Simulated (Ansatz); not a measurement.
# SiBPC (zincblende [110] superlattice): band gap by G0W0 on PBEsol, part 2 of 2

Wanted: the gap of SiBPC (zincblende [110] superlattice) with a many-body correction, and the time that it takes.

Ansatz 0.2.0; PBEsol, then G0W0 on it, plane waves, PAW. Known limits of the many-body steps: finite bands, screening cutoff and k mesh; no spin-orbit coupling in G0W0; screening cutoff under 40 eV in some runs.

So far. Step 2 (The PBEsol band structure): Over mesh and path the gap is 0.476 eV, from k = (0.000, 0.000, 0.500) to k = (-0.500, 0.000, 0.000). The least direct gap found is 0.511 eV, at k = Γ. The program's warnings for this run: structure snapped to symmetry.

In doubt: masses and optical values from hybrid runs of this build are listed as unsure (in some of the runs), which bears on the screening that GW takes from such a start.

### 3. One-shot GW

G0W0 replaces the xc potential by a self-energy built once from the orbitals of the start. Levels are corrected in the window of bands that the input names, at points of the mesh.

This step: G0W0 on PBEsol, plane waves, PAW; PAW set soft_1.

The input, input.yaml:

```yaml
crystal:
  lattice:
    - [3.140640583, 0.0, 0.0]
    - [0.0, 4.4528456644, 5.055e-07]
    - [0.0, 1.4305e-06, 12.6006533662]
  atoms:
    - { symbol: B, position: [0.0, -0.0370428432, 0.0567315172] }
    - { symbol: P, position: [0.5, 0.219662304, 0.0720666123] }
    - { symbol: B, position: [0.5, 0.4709245627, 0.197766228] }
    - { symbol: P, position: [0.0, 0.7235339537, 0.1899345751] }
    - { symbol: B, position: [0.0, -0.0290762478, 0.3174022495] }
    - { symbol: P, position: [0.5, 0.2235335371, 0.3252337836] }
    - { symbol: B, position: [0.5, 0.4629538172, 0.4584365217] }
    - { symbol: P, position: [0.0, 0.7196604401, 0.4431020583] }
    - { symbol: Si, position: [0.0, 0.0390098307, 0.5811794873] }
    - { symbol: C, position: [0.5, 0.277716684, 0.5725258259] }
    - { symbol: Si, position: [0.5, 0.5298817203, 0.6945163783] }
    - { symbol: C, position: [0.0, 0.7763148352, 0.6990456853] }
    - { symbol: Si, position: [0.0, 0.029882343, 0.8206533273] }
    - { symbol: C, position: [0.5, 0.276314885, 0.8161246074] }
    - { symbol: Si, position: [0.5, 0.5390119594, 0.9339905031] }
    - { symbol: C, position: [0.0, 0.7777182187, 0.9426438346] }
kpoints:
  mp_grid: { grid: [4, 4, 2] }
hamiltonian:
  xc: pbesol
  pseudopotentials: { kind: paw, azcp: { folder: soft_1 }, xc_functional: pbe }
scf:
  occupations: { method: fixed }
gw:
  n_empty_bands: 341
  ecut_chi: 90.0
  qp_bands: [v4, c4]
  qp_kpoints: band_edges
  screening: { model: contour_deformation }
```

The run is started by

```
$ ansatz run input.yaml --threads 4 --pin off --max-ram 17510MiB --backend cpu --events-out ev --progress --plain --runs-dir out
```

Numbers of over 12 decimals in the logs are rounded to 6 here.

What it wrote:

```text
[...]
Crystal: 16 atoms, lattice volume = 176.217 Å³
Basis set: ecut = 420 eV, 3451 PW (Γ)
Bands: 48, of which v1, the nominal top of the filled ones, is band 32 counted from 1 (31 counted from 0)
Symmetry: 4 space group operations
[...]
k-points: 18 of 32 (time reversal used)
[...]
SCF iter   1: F=—  HF=-7056.130283 eV  |F-HF|=—  |Δ(HF+E_count)|=         —  Δρ=1.06e-1  dr2=2.58e1  ethr=3.10e-3  ⟨swp⟩=5.6  Hψ=3423  notcnv=0  defer=243
[...]
SCF iter   8: F=-7047.963817 eV  HF=-7047.963817 eV  |F-HF|=2.54e-8  |Δ(HF+E_count)|=   2.64e-7  Δρ=4.51e-6  dr2=4.86e-8  ethr=1.56e-10  ⟨swp⟩=16.5  Hψ=5751  notcnv=0
SCF 1 converged in 8 iterations: F = -7047.963817 eV  dr2 = 4.86e-8
[...]
NSCF: frozen V_eff on 18 k-points
G₀W₀ screening: q 1/18
[... further progress lines ...]
SCF converged after 8 iterations
Free energy (F): -7047.963817 eV
[...]
Internal energy: -7047.963817 eV  (E = F + TS)
E sigma→0 (E₀):  -7047.963817 eV
Fermi energy:    9.968797 eV
[...]
--- Band table (eV; the first three rows and the last of 18) ---
  k-point 0: bands = [... 28 lower, 9.4301, 9.4827, 9.6857, 9.9502, 10.4528, 11.5902, 11.9288, 12.3066, ... 12 higher]
  k-point 1: bands = [... 28 lower, 8.9499, 9.3864, 9.5350, 9.9688, 10.8162, 11.5166, 12.2187, 12.6294, ... 12 higher]
  k-point 2: bands = [... 28 lower, 8.8939, 9.0022, 9.0374, 9.0871, 10.9210, 12.0511, 12.3836, 12.8892, ... 12 higher]
  k-point 17: bands = [... 28 lower, 7.5707, 7.5707, 7.9145, 7.9145, 13.3920, 13.3920, 13.7825, 13.7825, ... 12 higher]
--- G₀W₀: contour deformation, 7 samples at zero and on the imaginary axis and 1 off it, 32 q-points, 341 empty bands' worth ---
  eigenvalues of the whole cell's RPA ε∞ on this k-mesh (on a slab, of 1 + 4πα/V) = 8.2039, 8.3514, 10.0509; static W/v taken at q = 0 is 0.106946
  bands read: the sum over 373 bands ends inside a degenerate multiplet in 10 slots, whose members it reads at an even weight; the widest, k=4: bands 373 to 374 (counted from 1) at 1/2 each
  gw.qp_kpoints: band_edges: 9 of 18 stored k-points solved, in 1 pass; an edge of the gap read off the rows below is read off those points alone
    valence top: of the k-points left out ik 6 came nearest to being solved in a further pass, in band 32 (counted from 1, as in the quasiparticle table): it holds the edge there only if its correction is more favourable than any solved in that band by at least 0.810 eV; those differ by 0.170 eV
    conduction bottom: of the k-points left out ik 15 came nearest to being solved in a further pass, in band 33 (counted from 1, as in the quasiparticle table): it holds the edge there only if its correction is more favourable than any solved in that band by at least 0.993 eV; those differ by 0.170 eV
    ik  band        ε_KS         Σx   Σc(E_QP)       V_xc       Z   E_QP_lin       E_QP  E_QP is
     0    29      9.4301   -17.3767     1.8431   -15.2511  0.7879     9.1469     9.1475  root
     0    30      9.4827   -16.9743     1.5458   -15.1805  0.7918     9.2343     9.2347  root
     0    31      9.6857   -16.9887     1.5204   -15.2280  0.7919     9.4450     9.4455  root
     0    32      9.9502   -16.8903     1.5663   -15.0694  0.7910     9.6953     9.6957  root
     0    33     10.4528    -7.2643    -3.9712   -11.6729  0.8098    10.8915    10.8902  root
     0    34     11.5902    -7.3378    -4.2429   -12.0481  0.8039    12.0593    12.0577  root
     0    35     11.9288    -7.1558    -4.3935   -12.0603  0.8042    12.4419    12.4398  root
     0    36     12.3066    -7.3024    -4.3810   -12.2283  0.8073    12.8539    12.8515  root
     1    29      8.9499   -17.0745     1.6662   -15.1179  0.7884     8.6590     8.6595  root
     1    30      9.3864   -17.3191     1.8526   -15.1803  0.7878     9.0997     9.1002  root
     1    31      9.5350   -16.7267     1.4470   -15.0073  0.7919     9.2623     9.2627  root
     1    32      9.9688   -16.9272     1.5680   -15.1068  0.7911     9.7161     9.7165  root
     1    33     10.8162    -7.1874    -4.1360   -11.7902  0.8076    11.2845    11.2829  root
     1    34     11.5166    -7.2114    -4.2833   -11.9730  0.8052    11.9965    11.9949  root
     1    35     12.2187    -7.4718    -4.2952   -12.2719  0.7998    12.7255    12.7235  root
     1    36     12.6294    -7.2328    -4.4830   -12.2454  0.8000    13.1615    13.1591  root
     2    29      8.8939   -17.0751     1.7084   -15.0557  0.7873     8.5824     8.5830  root
     2    30      9.0022   -17.3016     1.9395   -15.0423  0.7862     8.6816     8.6824  root
     2    31      9.0374   -16.8783     1.8098   -14.7657  0.7868     8.7339     8.7346  root
     2    32      9.0871   -16.9187     1.6399   -14.9800  0.7896     8.7878     8.7884  root
     2    33     10.9210    -7.4019    -4.0704   -11.9335  0.8077    11.3837    11.3822  root
     2    34     12.0511    -7.1679    -4.3795   -12.0544  0.8026    12.5602    12.5581  root
     2    35     12.3836    -7.2489    -4.4786   -12.2645  0.8015    12.9231    12.9207  root
     2    36     12.8892    -7.0811    -4.5016   -12.1339  0.8045    13.4430    13.4404  root
     3    29      8.9684   -17.2399     1.9364   -14.9778  0.7861     8.6419     8.6427  root
     3    30      9.0112   -17.0402     1.6956   -15.0585  0.7890     8.7245     8.7251  root
     3    31      9.0535   -16.9304     1.8169   -14.8120  0.7868     8.7514     8.7520  root
     3    32      9.1803   -17.1270     1.6730   -15.1805  0.7890     8.9062     8.9068  root
     3    33     11.3848    -7.1613    -4.2815   -11.9393  0.8057    11.8831    11.8813  root
     3    34     11.7710    -7.6282    -4.2496   -12.3789  0.8025    12.2740    12.2720  root
     3    35     12.7785    -7.1015    -4.4964   -12.1289  0.7987    13.3119    13.3094  root
     3    36     13.0364    -7.3045    -4.5738   -12.4389  0.7974    13.5997    13.5969  root
     4    29      8.1186   -17.0971     2.0136   -14.7385  0.7829     7.7728     7.7737  root
     4    30      8.1186   -17.0971     2.0136   -14.7385  0.7829     7.7728     7.7737  root
     4    31      8.4494   -17.4457     2.1500   -14.9347  0.7826     8.0872     8.0883  root
     4    32      8.4494   -17.4457     2.1500   -14.9347  0.7826     8.0872     8.0883  root
     4    33     12.0001    -7.9088    -4.2256   -12.6594  0.8019    12.5273    12.5251  root
     4    34     12.0001    -7.9088    -4.2256   -12.6594  0.8019    12.5273    12.5251  root
     4    35     13.3816    -8.3236    -4.6568   -13.5912  0.7927    13.9959    13.9924  root
     4    36     13.3816    -8.3236    -4.6568   -13.5912  0.7927    13.9959    13.9924  root
[...]
13    33     10.6360    -7.6497    -3.9072   -11.9922  0.8075    11.0727    11.0713  root
    13    34     10.6360    -7.6497    -3.9072   -11.9922  0.8075    11.0727    11.0713  root
    13    35     11.6255    -7.3744    -4.1211   -11.9704  0.8067    12.1020    12.1004  root
    13    36     11.6255    -7.3744    -4.1211   -11.9704  0.8067    12.1020    12.1004  root
    16    29      7.9603   -17.5285     2.1840   -14.9886  0.7829     7.6034     7.6044  root
    16    30      7.9603   -17.5285     2.1840   -14.9886  0.7829     7.6034     7.6044  root
    16    31      8.0916   -17.5090     2.1615   -15.0106  0.7826     7.7537     7.7546  root
    16    32      8.0916   -17.5090     2.1615   -15.0106  0.7826     7.7537     7.7546  root
    16    33     13.3482    -8.0707    -4.5345   -13.2037  0.7949    13.9503    13.9468  root
    16    34     13.3482    -8.0707    -4.5345   -13.2037  0.7949    13.9503    13.9468  root
    16    35     13.5437    -7.8527    -4.6074   -13.0685  0.7908    14.1558    14.1521  root
    16    36     13.5437    -7.8527    -4.6074   -13.0685  0.7908    14.1558    14.1521  root
```

The job ended after 6.4 min (4 threads of Arm Neoverse V1, shared host; peak memory 2.5 GiB; 24 min of CPU time).

This step gave:

```yaml
bands_summed: 373
rpa_eps_infinity_on_this_mesh_eigenvalues: 8.204, 8.351, 10.05
plane_waves_in_the_screening_matrix: 337
q_points_in_the_mesh: 32
g0w0_gap_over_the_corrected_points: 1.150 eV
k_of_the_valence_top: 0, 0, -0.5
k_of_the_conduction_bottom: -0.5, 0, 0
starting_gap_on_the_mesh: 0.4683 eV
z_at_the_valence_top: 0.7911
z_at_the_conduction_bottom: 0.8104
least_direct_g0w0_gap_over_the_corrected_points: 1.195 eV
```

Over 9 of 18 irreducible mesh points the G0W0 gap is 1.150 eV, from k = (0.000, 0.000, -0.500) to k = (-0.500, 0.000, 0.000). The PBEsol gap of this run on the mesh is 0.468 eV. The two states that bound the G0W0 gap lie that far apart at the start, so the correction of the gap is 1.150 − 0.468 = +0.682 eV. The start of this run differs from the step before in mesh (8×6×2 and 4×4×2). The program's warnings for this run: structure snapped to symmetry.

Labels follow the order of the start: v1 is the top filled band, c1 the lowest empty one; levels that stay degenerate share a row, the window can cut a multiplet, doubted levels are not marked in this list, bands outside the window were not corrected, and the list may be a part of the corrected levels. Levels before and after the correction, in eV, zero at the valence-band top of each column:

```
           conduction bottom  valence top
Kohn-Sham               0.47         0.00
     G0W0               1.15         0.00
```

```
                      level  occupation  energy (eV)
Kohn-Sham     (0 0 -0.5) v3           2       -0.582
Kohn-Sham     (0 0 -0.5) v2           2       -0.434
Kohn-Sham     (0 0 -0.5) v1           2        0.000
Kohn-Sham     (0 0 -0.5) c1           0        0.847
Kohn-Sham     (0 0 -0.5) c2           0        1.548
Kohn-Sham     (0 0 -0.5) c3           0        2.250
Kohn-Sham     (-0.5 0 0) v3           2       -3.973
Kohn-Sham  (-0.5 0 0) v2-v1           2       -2.173
Kohn-Sham  (-0.5 0 0) c1-c2           0        0.468
Kohn-Sham     (-0.5 0 0) c3           0        1.392
     G0W0     (0 0 -0.5) v3           2       -0.616
     G0W0     (0 0 -0.5) v2           2       -0.454
     G0W0     (0 0 -0.5) v1           2        0.000
     G0W0     (0 0 -0.5) c1           0        1.566
     G0W0     (0 0 -0.5) c2           0        2.278
     G0W0     (0 0 -0.5) c3           0        3.007
     G0W0     (-0.5 0 0) v3           2       -4.165
     G0W0  (-0.5 0 0) v2-v1           2       -2.278
     G0W0  (-0.5 0 0) c1-c2           0        1.150
     G0W0     (-0.5 0 0) c3           0        2.098
```

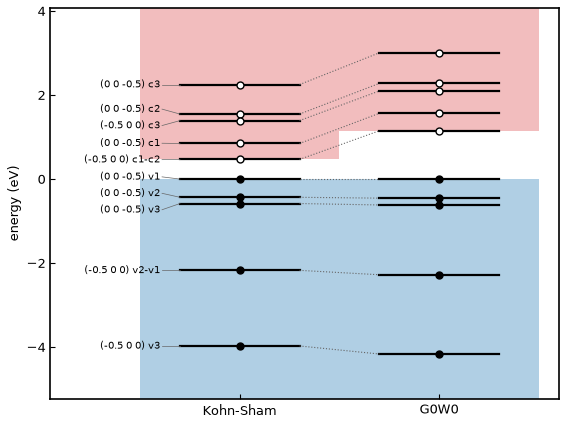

Levels before and after the correction. Shaded: valence and conduction bands. Filled marks are occupied levels, open marks empty ones.

The parts of the quasiparticle energy for the two states that bound the G0W0 gap, in eV on the run's own scale (QP = start + Σx + Σc − Vxc, with Σc at the quasiparticle energy):

```
             edge                       k  band   start       Σx      Σc      Vxc      Z      QP
      valence top  (0.000, 0.000, -0.500)    32   9.969  −16.927   1.568  −15.107  0.791   9.716
conduction bottom  (-0.500, 0.000, 0.000)    33  10.437   −7.343  −3.920  −11.692  0.810  10.866
```

### 4. The runs together

Each gap is the least one over the points named; times are wall times on shared hosts, not benchmarks. A G0W0 time includes the run's own self-consistent start. Rows marked * are further runs, not shown as steps, whose inputs differ from the G0W0 step on the same start in the columns given; solver thresholds can differ too. Symmetry makes (0.000, 0.000, 0.500) and (0.000, 0.000, -0.500) one point.

```
       level   mesh       files, cutoff  bands summed, screening                           points  gap (eV)             valence top       conduction bottom  least direct gap (eV)     time
      PBEsol  8×6×2  soft_1 PAW, 420 eV                        -                    mesh and path     0.476   (0.000, 0.000, 0.500)  (-0.500, 0.000, 0.000)                  0.511     23 s
G0W0@PBEsol*  4×4×2  soft_1 PAW, 420 eV               118, 36 eV  9 of 18 irreducible mesh points     0.871  (0.000, 0.000, -0.500)  (-0.500, 0.000, 0.000)                  0.919     65 s
 G0W0@PBEsol  4×4×2  soft_1 PAW, 420 eV               373, 90 eV  9 of 18 irreducible mesh points     1.150  (0.000, 0.000, -0.500)  (-0.500, 0.000, 0.000)                  1.195  6.4 min
```

### 5. Results

- PBEsol gap over mesh and path: 0.476 eV, from k = (0.000, 0.000, 0.500) to k = (-0.500, 0.000, 0.000)
- G0W0@PBEsol gap over 9 of 18 irreducible mesh points: 1.150 eV, from k = (0.000, 0.000, -0.500) to k = (-0.500, 0.000, 0.000)
- GW settings: 4×4×2 mesh, 341 empty bands, screening to 90 eV, PAW set soft_1 files
- known limits: finite bands, screening cutoff and k mesh; no spin-orbit coupling in G0W0; screening cutoff under 40 eV in some runs

In words: Over 9 of 18 irreducible mesh points the G0W0 gap is 1.150 eV, from k = (0.000, 0.000, -0.500) to k = (-0.500, 0.000, 0.000). The PBEsol gap of this run on the mesh is 0.468 eV. The two states that bound the G0W0 gap lie that far apart at the start, so the correction of the gap is 1.150 − 0.468 = +0.682 eV. The valence state moves by 9.716 − 9.969 = −0.253 eV and the conduction state by 10.866 − 10.437 = +0.429 eV, on the run's own scale; with 118 bands the edge states move by +0.535 and +0.938 eV, so the split between the edges depends on the bands and cutoff. Both edges that PBEsol shows over mesh and path lie at k points where levels were corrected. Levels at other points were not corrected, so a lower G0W0 gap elsewhere in the zone is not ruled out. From 118 bands and 36 eV to 373 bands and 90 eV the gap moves by 1.150 − 0.871 = +0.279 eV; bands and screening cutoff rise together, so their parts are not told apart. Two runs can't test a law of convergence, so the limit is not known. G0W0 on other starts in this series, not shown as steps and not all at these settings: 1.288 eV on HSE06 (4×4×2, soft_1 PAW, 190 bands, 54 eV). For the G0W0 step: the program's warnings for this run: structure snapped to symmetry. For the further run with 118 bands on the 4×4×2 mesh, the program warns: structure snapped to symmetry. The G0W0 runs are scalar-relativistic. No pair of G0W0 runs that differ in the mesh alone is shown (4×4×2 is a supercell whose nearest images lie 13 Å apart), so the error from the mesh is not known here. G0W0 is shown with one set of atomic data (soft_1 PAW), so the error from the files is not known here. A screening cutoff under 40 eV is crude: G0W0@PBEsol with 118 bands at 36 eV.

[Paths, hosts, dates, memory and timing lines, banners, echoed tables and standing remarks are left out of the program output.]

[Logs are printed without paths, hosts, clocks, repeated set-up lines and the standing remarks that a program may print on its own settings, such as how far it seeks lower states.]

[Runs of the session that timed out or met a known fault of the program may be left out.]

[Cells called generated may have been cut or substituted from an entry of the Crystallography Open Database or the Materials Project.]

[Hosts, paths, dates, database ids (printed as entryN), source tags and the programs' standing remarks are cut or masked in the printed files.]

[Where an RPA ε∞ is given, it is that of the G0W0 mesh and is not shown converged in it. Names of k-points follow the symmetry that the program found, which can be lower than the space group named. Band edges on a path are those of the sampled points; other points can move an edge, and change direct to indirect where valleys lie close.]

[Hybrid gaps are those of their k-mesh and are not shown converged in it.]
